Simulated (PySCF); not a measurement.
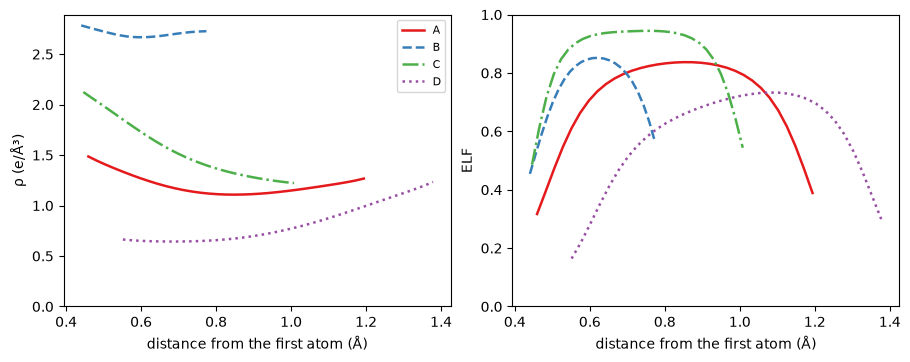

The picture shows: C4H8AlBS2. Total electron density and electron localisation function along straight lines between neighbouring atoms. The curves leave out the atomic cores.

Geometry: GFN2-xTB.

Theory: PBE0/pcSseg-1, SCF density, gas phase, non-relativistic in PySCF.

```xyz
16

B     2.5254   -0.0974   -0.0621
C     2.2036   -0.0989   -1.5789
S     1.0269   -1.2392   -0.7486
Al    0.0194    0.6133    0.1032
S    -0.6165    0.9147    2.2081
C    -2.3995    0.5441    1.8083
C    -2.4372    0.1205    0.4437
C    -2.1964   -0.1780   -0.7084
H     2.0307    0.8306    0.5725
H     3.4069   -0.7019    0.4082
H     2.7942   -0.6668   -2.2862
H     1.6942    0.7305   -2.0651
H    -0.0460    1.7957   -0.8602
H    -2.7329   -0.2381    2.4903
H    -2.9780    1.4535    1.9707
H    -2.3022   -0.5061   -1.7067
```

Which curve belongs to which contact (B–S, C–B, C–C and C–S)? The first atom named is at distance zero.

Answer. Curve A: C–S (1.84 Å): ρ at the midpoint is about 1.1 e/Å³; the ELF peaks at about 0.85 between the atoms: a shared electron pair. Curve B: C–C (1.21 Å): ρ at the midpoint is about 2.7 e/Å³; the ELF peaks at about 0.85 between the atoms (a multiple bond). Curve C: C–B (1.55 Å): the density is about 1.4 e/Å³ at the midpoint; the ELF peaks at about 0.95 between the atoms; a covalent bond. Curve D: B–S (2.01 Å): ρ is about 0.77 e/Å³ halfway, with its minimum of 0.64 e/Å³ about 0.7 Å from B; the ELF peaks at about 0.75 between the atoms.
